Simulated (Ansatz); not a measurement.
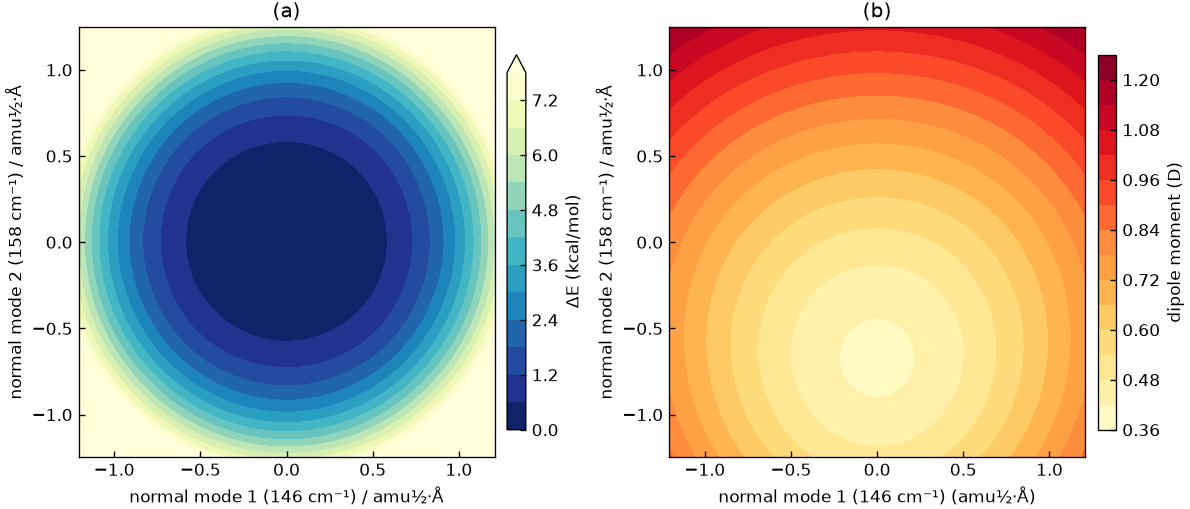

C₂H₂In, SMILES C#[C][InH], spin multiplicity 2. Coordinates scanned: (1) normal mode 1 (146 cm⁻¹); (2) normal mode 2 (158 cm⁻¹). Nothing is relaxed (straight displacements along the two mass-weighted modes). Grid: 9 × 9 points; 78 points were computed and 3 follow by symmetry. Points are written as (first, second). Energies: kcal/mol, counted from the lowest grid point. Theory: UKS PBE-D4/def2-SVP (Ansatz).

Panel (a) is the energy and panel (b) the computed dipole moment on the same grid.

The picture shows filled contours, one colour for all values above the top of the scale. Between grid points the surface is interpolated.

Q: How does the dipole moment vary over the map, and what is it at the lowest grid point?

A: Leaving out the highest fifth of the energies, it runs from 0.41 D at (0.000 amu½·Å, −0.624 amu½·Å) to 1.04 D at (−0.302 amu½·Å, 1.247 amu½·Å). At the lowest grid point, (0.000 amu½·Å, 0.000 amu½·Å), it is 0.51 D.
